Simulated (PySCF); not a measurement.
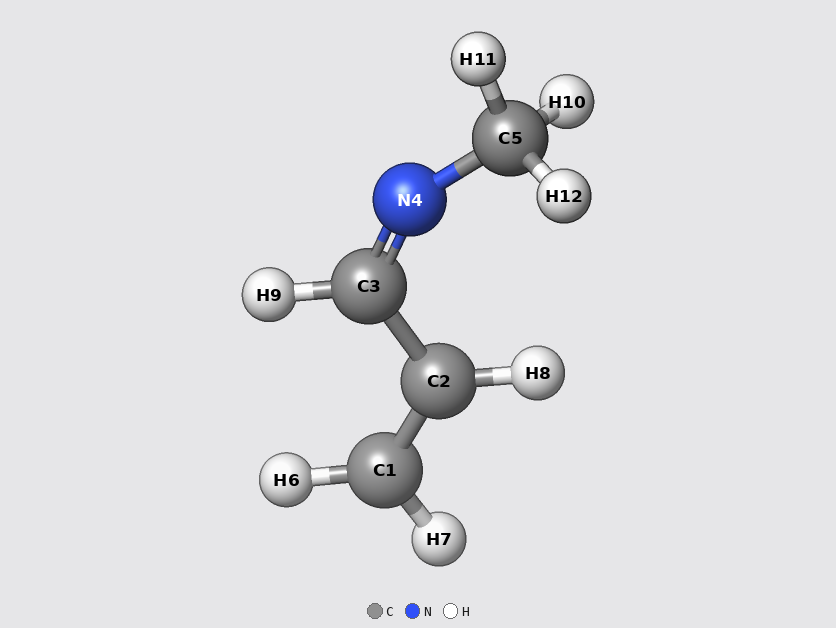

State: charge +1, doublet. The geometry was computed by an optimisation with GFN2-xTB. No frequency run is at hand to confirm it as a minimum. Method: UKS B3LYP, pcH-1 on C H N, non-relativistic (PySCF 2.14.0). Fermi-contact and spin-dipolar terms alone, no spin-orbit part.

Which nucleus has the largest dipolar (anisotropic) hyperfine coupling?

14N at N4: principal values −41.4, −30.8, 72.3 MHz.

List the isotropic and dipolar parts for the most strongly coupled nuclei, one of each equivalent set.

```
atom  isotope  a_iso (MHz)  dipolar part (MHz)
  N4      14N         90.3  −41.4, −30.8, 72.3
  C2      13C         69.7   −11.8, −6.6, 18.4
  C3      13C        −33.6    −18.3, 0.1, 18.2
 H11       1H        203.6   −10.0, −7.9, 17.9
  C5      13C        −14.7   −10.4, −6.3, 16.6
  H9       1H        191.6    −7.9, −5.7, 13.6
 H10       1H         82.9     −7.7, −1.9, 9.5
  C1      13C         −4.7      −9.3, 2.3, 7.0
```
